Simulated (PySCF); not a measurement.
# F3H3HfSSi ((F)3Hf-S-SiH3): the cost of one run

Programs: PySCF 2.14.0, with routines of our own; each step states its level. All values are computed. Atoms count from 0.

## (1) The system as given

9 atoms, charge 0, multiplicity 1; geometry from: GFN2-xTB.

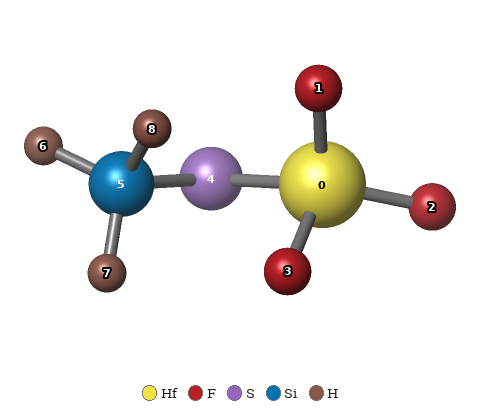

The starting geometry (hafnium yellow, fluorine red, sulfur purple, silicon blue, hydrogen brown); sticks join atoms by distance alone.

## (2) Optimising the geometry at PBE0-D3(BJ)/def2-SVP

What the job is given:

```
{"job": {"xc": "PBE0", "basis": "def2-SVP", "d3": "d3bj", "grid": 1, "maxiter": 30, "shake": 0.03, "kind": "geom"}, "charge": 0, "multiplicity": 1}
Hf    -0.632200    -1.280710     0.646920
F     -0.441730    -0.349850     2.229120
F     -1.321300    -2.931230     0.946420
F     -1.923950    -0.250060    -0.233650
S      1.283010    -1.025120    -0.666500
Si     0.810680     1.115420    -0.724370
H      2.146840     1.671620    -1.039870
H     -0.097700     1.340840    -1.814760
H      0.309080     1.639640     0.631030
```

The run is started by

```console
OMP_NUM_THREADS=1 python heavy_run.py task.json out
```

This one command runs all jobs of the session in turn.

**Question.** How long does this first job take on 1 thread of Arm Neoverse V2, shared host, and how much memory does it need?

About 4.1 min, with a peak of 0.5 GiB.
